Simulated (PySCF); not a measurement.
## Excited-state calculation of C3H3 (charge +1)

- system: C3H3, charge +1
- method: MC-PDFT/def2-SVPD, RHF (PySCF 2.14.0)

The geometry is that of the parent species in another charge or spin state. The geometry comes from this level: GFN2-xTB.

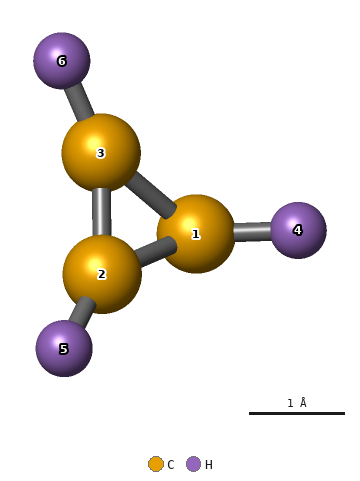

The input geometry (ball-and-stick view, seen at a tilt; atoms are numbered from 1 in the order of the input).

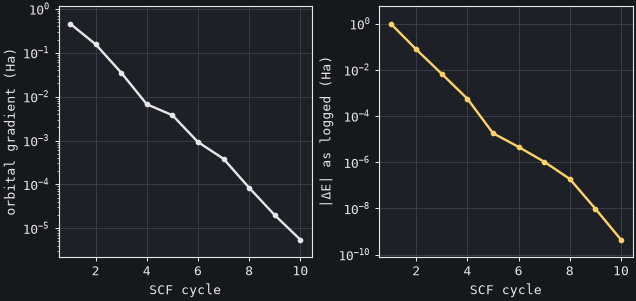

Convergence of the self-consistent field: orbital gradient and size of the energy change against the SCF cycle. The residual falls at every step.

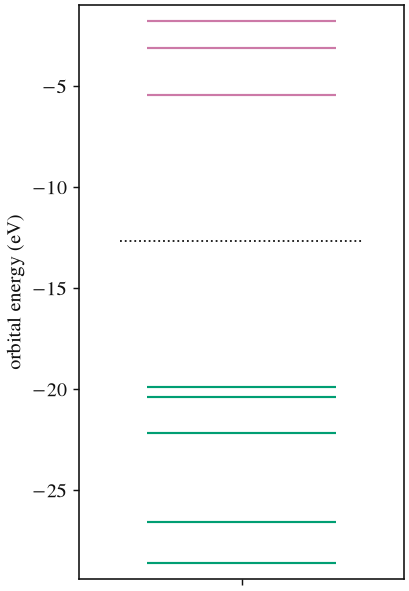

Orbital energies near the frontier; the dotted line parts filled from empty levels, and levels within 0.02 eV of each other stand side by side. Highest filled −19.94 eV, lowest empty −5.48 eV, 14.46 eV apart.

The input and output of the run follow.

### The input (calc.py)
```python
import numpy
from pyscf import gto, mcpdft

mol = gto.Mole()
mol.atom = 'start.xyz'
mol.charge = 1
mol.verbose = 4
mol.basis = 'def2-svpd'
mol.max_memory = 1860
mol.spin = 0
mol.build()

calc0 = mol.RHF()
calc0.max_cycle = 100
calc0.kernel()
if not calc0.converged:
    calc0 = calc0.newton().run(calc0.mo_coeff, calc0.mo_occ)

cas = mcpdft.CASSCF(calc0, 'ftBLYP', 10, 10)
cas.fix_spin_(ss=0.0)
cas = cas.state_average_([1 / 4] * 4)
cas.kernel()
states = list(cas.e_states)
etot = states[0]
print('Final energy', etot)

roots = (numpy.array(states[1:]) - states[0]) * 27.211386
print('state  energy (Eh)  excitation (eV)')
for i, e in enumerate(states):
    print('%3d %16.8f %9.4f' % (i, e, (e - states[0]) * 27.211386))
```

### File start.xyz
```
6
C3H3
C     -0.676090    -0.526070    -0.395270
C      0.579870     0.227280    -0.456390
C      0.160520    -0.133930     0.743790
H     -1.668900    -0.184210    -0.639310
H      1.299980     0.737030    -1.049980
H      0.304610    -0.120110     1.797160
```

Launched with:
```bash
OMP_NUM_THREADS=1 python calc.py
```

### The program's output
```
PySCF version 2.14.0

[INPUT] num. atoms = 6
[INPUT] num. electrons = 20
[INPUT] charge = 1
[INPUT] spin (= nelec alpha-beta = 2S) = 0
[INPUT] symmetry False subgroup None
[INPUT] Mole.unit = angstrom
[INPUT] Symbol           X                Y                Z      unit          X                Y                Z       unit  Magmom
[INPUT]  1 C     -0.676090000000  -0.526070000000  -0.395270000000 AA   -1.277624935557  -0.994128222350  -0.746952045257 Bohr   0.0
[INPUT]  2 C      0.579870000000   0.227280000000  -0.456390000000 AA    1.095795487852   0.429496953591  -0.862452105990 Bohr   0.0
[INPUT]  3 C      0.160520000000  -0.133930000000   0.743790000000 AA    0.303338837515  -0.253091019863   1.405559394190 Bohr   0.0
[INPUT]  4 H     -1.668900000000  -0.184210000000  -0.639310000000 AA   -3.153763929287  -0.348106449406  -1.208120808696 Bohr   0.0
[INPUT]  5 H      1.299980000000   0.737030000000  -1.049980000000 AA    2.456606167412   1.392784845588  -1.984174636271 Bohr   0.0
[INPUT]  6 H      0.304610000000  -0.120110000000   1.797160000000 AA    0.575629474804  -0.226975004822   3.396140202023 Bohr   0.0

nuclear repulsion = 57.9634742904947
number of shells = 36
number of NR pGTOs = 120
number of NR cGTOs = 84
basis = def2-svpd
ecp = {}

******** <class 'pyscf.scf.hf.RHF'> ********
method = RHF
initial guess = minao
damping factor = 0
level_shift factor = 0
DIIS = <class 'pyscf.scf.diis.CDIIS'>
diis_start_cycle = 1
diis_space = 8
diis_damp = 0
SCF conv_tol = 1e-09
SCF conv_tol_grad = None
SCF max_cycles = 100
direct_scf = True
direct_scf_tol = 1e-13
Set gradient conv threshold to 3.16228e-05
Initial guess from minao.
init E= -115.784441740941
  HOMO = -0.304617356749929  LUMO = -0.0568749451081638  gap/eV = 6.74141
cycle= 1 E= -114.77905212879  delta_E= 1.01  |g|= 0.462  |ddm|= 3.03
  HOMO = -0.816191857576079  LUMO = -0.281533297054735  gap/eV = 14.54880
cycle= 2 E= -114.855737113917  delta_E= -0.0767  |g|= 0.156  |ddm|= 0.745
  HOMO = -0.730686064706358  LUMO = -0.201765852043136  gap/eV = 14.39265
cycle= 3 E= -114.862394741336  delta_E= -0.00666  |g|= 0.0352  |ddm|= 0.559
  HOMO = -0.731833717313285  LUMO = -0.20145540583084  gap/eV = 14.43233
cycle= 4 E= -114.86295406614  delta_E= -0.000559  |g|= 0.0067  |ddm|= 0.0926
  HOMO = -0.732815976822534  LUMO = -0.20105247012532  gap/eV = 14.47002
cycle= 5 E= -114.862972123738  delta_E= -1.81e-05  |g|= 0.00377  |ddm|= 0.023
  HOMO = -0.732676992480324  LUMO = -0.201447026624529  gap/eV = 14.45550
cycle= 6 E= -114.862976690142  delta_E= -4.57e-06  |g|= 0.000922  |ddm|= 0.00877
  HOMO = -0.732639215860791  LUMO = -0.201401847842515  gap/eV = 14.45571
cycle= 7 E= -114.862977740391  delta_E= -1.05e-06  |g|= 0.000382  |ddm|= 0.00433
  HOMO = -0.732617064967367  LUMO = -0.201396727300351  gap/eV = 14.45524
cycle= 8 E= -114.862977928615  delta_E= -1.88e-07  |g|= 8.37e-05  |ddm|= 0.00185
  HOMO = -0.732621112348828  LUMO = -0.201396424828162  gap/eV = 14.45536
cycle= 9 E= -114.862977938286  delta_E= -9.67e-09  |g|= 1.99e-05  |ddm|= 0.000457
  HOMO = -0.73262258737087  LUMO = -0.201395437547278  gap/eV = 14.45543
cycle= 10 E= -114.862977938728  delta_E= -4.42e-10  |g|= 5.49e-06  |ddm|= 8.62e-05
  HOMO = -0.732623235504733  LUMO = -0.201395931812115  gap/eV = 14.45543
Extra cycle  E= -114.862977938755  delta_E= -2.75e-11  |g|= 2.91e-06  |ddm|= 1.3e-05
converged SCF energy = -114.862977938755
Building ftBLYP functional

******** <class 'pyscf.mcscf.addons.StateAveragePDFT'> ********
CAS (5e+5e, 10o), ncore = 5, nvir = 69
max_cycle_macro = 50
max_cycle_micro = 4
conv_tol = 1e-07
conv_tol_grad = None
orbital rotation max_stepsize = 0.02
orbital rotation threshold for CI restart = 0.01
augmented hessian ah_max_cycle = 30
augmented hessian ah_conv_tol = 1e-12
augmented hessian ah_linear dependence = 1e-14
augmented hessian ah_level shift = 1e-08
augmented hessian ah_start_tol = 2.5
augmented hessian ah_start_cycle = 3
augmented hessian ah_grad_trust_region = 3
kf_trust_region = 3
kf_interval = 4
ci_response_space = 4
ci_grad_trust_region = 3
with_dep4 0
natorb = False
canonicalization = True
sorting_mo_energy = False
ao2mo_level = 2
internal_rotation = False
******** <class 'pyscf.mcscf.addons.StateAverageSpinPenaltyFCISolver'> ********
max. cycles = 50
conv_tol = 1e-08
davidson only = True
linear dependence = 1e-12
level shift = 0.001
max iter space = 12
nroots = 4
pspace_size = 400
spin = None
State-average over 4 states with weights [0.25, 0.25, 0.25, 0.25]
on-top pair density exchange-correlation functional: ftBLYP
CASCI E = -114.697986528974  S^2 = 0.0000000
Set conv_tol_grad to 0.000316228
macro iter   1 ( 21 JK    4 micro), CASSCF E = -114.736704201901  dE = -3.87176729e-02  S^2 = 0.0000000
               |grad[o]|=0.141  |ddm|=0.0534  |maxRot[o]|=0.236
macro iter   2 ( 21 JK    4 micro), CASSCF E = -114.755825521924  dE = -1.91213200e-02  S^2 = 0.0000000
               |grad[o]|=0.0486  |ddm|=0.0168  |maxRot[o]|= 0.31
macro iter   3 ( 21 JK    4 micro), CASSCF E = -114.780363522409  dE = -2.45380005e-02  S^2 = 0.0000000
               |grad[o]|=0.0342  |ddm|=0.0197  |maxRot[o]|=0.304
macro iter   4 ( 21 JK    4 micro), CASSCF E = -114.789471963909  dE = -9.10844150e-03  S^2 = 0.0000000
               |grad[o]|=0.0205  |ddm|=0.0232  |maxRot[o]|=0.314
macro iter   5 ( 21 JK    4 micro), CASSCF E = -114.796055082521  dE = -6.58311861e-03  S^2 = 0.0000000
               |grad[o]|=0.0137  |ddm|=0.0211  |maxRot[o]|=0.284
macro iter   6 ( 20 JK    4 micro), CASSCF E = -114.798527643674  dE = -2.47256115e-03  S^2 = 0.0000000
               |grad[o]|=0.00913  |ddm|=0.00884  |maxRot[o]|=0.203
macro iter   7 ( 12 JK    3 micro), CASSCF E = -114.800024102070  dE = -1.49645840e-03  S^2 = 0.0000000
               |grad[o]|=0.00552  |ddm|=0.0224  |maxRot[o]|=0.107
macro iter   8 ( 21 JK    4 micro), CASSCF E = -114.809212161046  dE = -9.18805898e-03  S^2 = 0.0000000
               |grad[o]|=0.0069  |ddm|=0.025  |maxRot[o]|=0.295
macro iter   9 ( 21 JK    4 micro), CASSCF E = -114.813944379315  dE = -4.73221827e-03  S^2 = 0.0000000
               |grad[o]|=0.0128  |ddm|=0.0335  |maxRot[o]|=0.185
macro iter  10 ( 16 JK    4 micro), CASSCF E = -114.814196583927  dE = -2.52204613e-04  S^2 = 0.0000000
               |grad[o]|=0.00628  |ddm|=0.00543  |maxRot[o]|=0.0336
macro iter  11 ( 16 JK    4 micro), CASSCF E = -114.814300276485  dE = -1.03692557e-04  S^2 = 0.0000000
               |grad[o]|=0.00236  |ddm|=0.00215  |maxRot[o]|=0.036
macro iter  12 ( 14 JK    4 micro), CASSCF E = -114.814153881304  dE =  1.46395181e-04  S^2 = 0.0000000
               |grad[o]|=0.00116  |ddm|=0.00627  |maxRot[o]|=0.079
macro iter  13 ( 19 JK    4 micro), CASSCF E = -114.814213487438  dE = -5.96061346e-05  S^2 = 0.0000000
               |grad[o]|=0.00185  |ddm|=0.000574  |maxRot[o]|=0.036
macro iter  14 (  7 JK    2 micro), CASSCF E = -114.814284164416  dE = -7.06769775e-05  S^2 = 0.0000000
               |grad[o]|=0.000825  |ddm|=0.00333  |maxRot[o]|=0.0383
macro iter  15 ( 17 JK    4 micro), CASSCF E = -114.814291103252  dE = -6.93883575e-06  S^2 = 0.0000000
               |grad[o]|=0.000992  |ddm|=0.00259  |maxRot[o]|=0.00826
macro iter  16 (  6 JK    2 micro), CASSCF E = -114.814377882145  dE = -8.67788931e-05  S^2 = 0.0000000
               |grad[o]|=0.00112  |ddm|=0.00348  |maxRot[o]|=0.043
macro iter  17 (  6 JK    2 micro), CASSCF E = -114.814468373938  dE = -9.04917932e-05  S^2 = 0.0000000
               |grad[o]|=0.000948  |ddm|=0.00437  |maxRot[o]|=0.0463
macro iter  18 ( 14 JK    4 micro), CASSCF E = -114.814293391928  dE =  1.74982010e-04  S^2 = 0.0000000
               |grad[o]|=0.00111  |ddm|=0.00631  |maxRot[o]|=0.0877
macro iter  19 ( 20 JK    4 micro), CASSCF E = -114.814376374139  dE = -8.29822115e-05  S^2 = 0.0000000
               |grad[o]|=0.00184  |ddm|=0.000764  |maxRot[o]|=0.0398
macro iter  20 (  7 JK    2 micro), CASSCF E = -114.814452378353  dE = -7.60042135e-05  S^2 = 0.0000000
               |grad[o]|=0.000899  |ddm|=0.0031  |maxRot[o]|=0.0376
macro iter  21 (  6 JK    2 micro), CASSCF E = -114.814517255593  dE = -6.48772407e-05  S^2 = 0.0000000
               |grad[o]|=0.000969  |ddm|=0.00314  |maxRot[o]|=0.0366
macro iter  22 ( 13 JK    4 micro), CASSCF E = -114.814408534405  dE =  1.08721189e-04  S^2 = 0.0000000
               |grad[o]|=0.000996  |ddm|=0.00364  |maxRot[o]|=0.0622
macro iter  23 ( 20 JK    4 micro), CASSCF E = -114.814478787995  dE = -7.02535908e-05  S^2 = 0.0000000
               |grad[o]|=0.00143  |ddm|=0.000862  |maxRot[o]|=0.0359
macro iter  24 (  7 JK    2 micro), CASSCF E = -114.814539314247  dE = -6.05262512e-05  S^2 = 0.0000000
               |grad[o]|=0.000792  |ddm|=0.0027  |maxRot[o]|=0.0355
macro iter  25 ( 13 JK    4 micro), CASSCF E = -114.814576775946  dE = -3.74616997e-05  S^2 = 0.0000000
               |grad[o]|=0.000798  |ddm|=0.00135  |maxRot[o]|=0.0298
macro iter  26 ( 12 JK    4 micro), CASSCF E = -114.814571337898  dE =  5.43804859e-06  S^2 = 0.0000000
               |grad[o]|=0.000509  |ddm|=0.000714  |maxRot[o]|=0.00476
macro iter  27 ( 20 JK    4 micro), CASSCF E = -114.814579955648  dE = -8.61775048e-06  S^2 = 0.0000000
               |grad[o]|=0.000538  |ddm|=0.00153  |maxRot[o]|=0.00897
macro iter  28 ( 14 JK    4 micro), CASSCF E = -114.814571914710  dE =  8.04093855e-06  S^2 = 0.0000000
               |grad[o]|=0.000536  |ddm|=0.00105  |maxRot[o]|=0.00713
macro iter  29 ( 10 JK    2 micro), CASSCF E = -114.814594644197  dE = -2.27294874e-05  S^2 = 0.0000000
               |grad[o]|=0.000731  |ddm|=0.000735  |maxRot[o]|=0.0211
macro iter  30 ( 15 JK    4 micro), CASSCF E = -114.814592388809  dE =  2.25538825e-06  S^2 = 0.0000000
               |grad[o]|=0.000393  |ddm|=0.00109  |maxRot[o]|=0.00394
macro iter  31 ( 11 JK    2 micro), CASSCF E = -114.814606988005  dE = -1.45991964e-05  S^2 = 0.0000000
               |grad[o]|=0.000552  |ddm|=0.000595  |maxRot[o]|=0.0186
macro iter  32 (  4 JK    1 micro), CASSCF E = -114.814613642564  dE = -6.65455906e-06  S^2 = 0.0000000
               |grad[o]|=0.00027  |ddm|=0.000632  |maxRot[o]|=0.0137
macro iter  33 (  6 JK    2 micro), CASSCF E = -114.814615857152  dE = -2.21458762e-06  S^2 = 0.0000000
               |grad[o]|=0.000225  |ddm|=0.000403  |maxRot[o]|=0.00851
macro iter  34 (  4 JK    1 micro), CASSCF E = -114.814616566515  dE = -7.09362737e-07  S^2 = 0.0000000
               |grad[o]|=0.000101  |ddm|=0.000173  |maxRot[o]|=0.00459
macro iter  35 (  3 JK    1 micro), CASSCF E = -114.814616764595  dE = -1.98080713e-07  S^2 = 0.0000000
               |grad[o]|=7.99e-05  |ddm|=7.11e-05  |maxRot[o]|=0.00239
macro iter  36 (  3 JK    1 micro), CASSCF E = -114.814616828110  dE = -6.35143920e-08  S^2 = 0.0000000
               |grad[o]|=5.02e-05  |ddm|=4.89e-05  |maxRot[o]|=0.0013
1-step CASSCF converged in  36 macro (482 JK 113 micro) steps
CASSCF canonicalization
Density matrix diagonal elements [1.98719444 1.98089567 1.87987651 1.48168583 1.71926674 0.58073297
 0.29273944 0.01878048 0.03795776 0.02087017]
CASSCF energy = -114.814616828110
CASCI E = -114.814616828110  E(CI) = -28.1285989688143  S^2 = 0.0000000
CASCI state-averaged energy = -114.81461682811
CASCI energy for each state
  State 0 weight 0.25  E = -114.98851687175 S^2 = 0.0000000
  State 1 weight 0.25  E = -114.791901610403 S^2 = 0.0000000
  State 2 weight 0.25  E = -114.76937394506 S^2 = 0.0000000
  State 3 weight 0.25  E = -114.708674885227 S^2 = 0.0000000
tot grids = 71784
MC-PDFT state 0 E = -115.55748053047401, Eot(ftBLYP) = -17.01492755374125
tot grids = 71784
MC-PDFT state 1 E = -115.38727763299576, Eot(ftBLYP) = -16.979786101975645
tot grids = 71784
MC-PDFT state 2 E = -115.35531804265757, Eot(ftBLYP) = -16.99704818021992
tot grids = 71784
MC-PDFT state 3 E = -115.30396706312781, Eot(ftBLYP) = -17.00337056803875
Final energy -115.55748053047401
state  energy (Eh)  excitation (eV)
  0    -115.55748053    0.0000
  1    -115.38727763    4.6315
  2    -115.35531804    5.5011
  3    -115.30396706    6.8985
```

### Results in brief

```tsv
quantity	value
outcome	converged
total energy	−115.557481 hartree
SCF energy	−114.862978 hartree
correlation energy	−0.694503 hartree
basis functions	84
HOMO	−19.94 eV
LUMO	−5.48 eV
hardware	1 thread of Arm Neoverse V1, 24 GiB of memory available, shared host
wall time	4.7 min
peak memory	0.68 GiB
```
